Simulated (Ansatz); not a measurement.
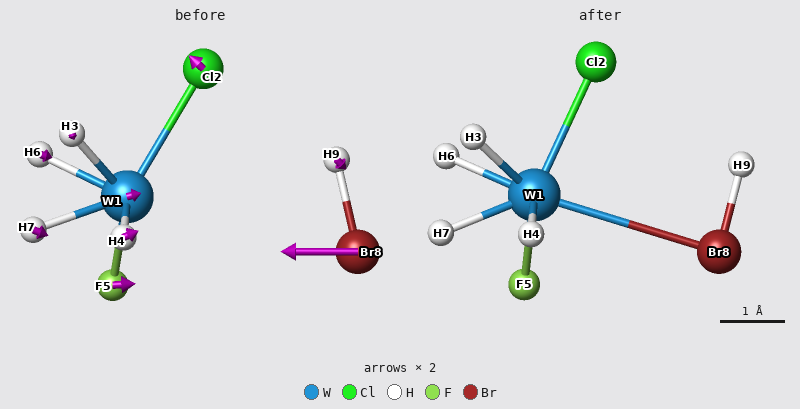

The structure of WH₅BrClF before (left) and after (right) a relaxation, at one scale. The purple arrows give the displacements, 2 times their true length.

Style: ball-and-stick. Shown from a free direction.

The run prepares an end point of a later path (reaction) calculation, from a guessed geometry.

These are results of Ansatz 0.2.0, RKS B3LYP-D4/def2-SVP, not measurements. Set-up: no spin polarisation; force threshold 0.03 eV/Å; at most 50 steps.

**What changed between the two?**

The energy falls by 0.220 eV in 8 accepted moves (9 points after the start). Largest force component: 1.4 eV/Å at the start, 0.027 eV/Å at the end. The line search rejected the trial step at point 8 of the run. The largest move after the best rigid fit is that of Br8, 0.61 Å. By element the largest moves are Br 0.61 Å, F 0.18 Å, Cl 0.16 Å, H 0.14 Å, W 0.12 Å. Near-neighbour distances that change, for instance: W1–Br8 3.762 → 3.068 Å, Br8–H9 1.504 → 1.435 Å, W1–Cl2 2.369 → 2.333 Å, W1–F5 1.881 → 1.890 Å. New bonds form, among them: W1–Br8 (3.76 → 3.07 Å). Among the angles between lasting bonds that change: Cl2–W1–H6 92.7° → 89.1°, Cl2–W1–H7 138.9° → 136.3°.

Limits of the set-up: the start holds two separate molecules, 2.6 Å apart at their closest, whose relative position is a soft coordinate.
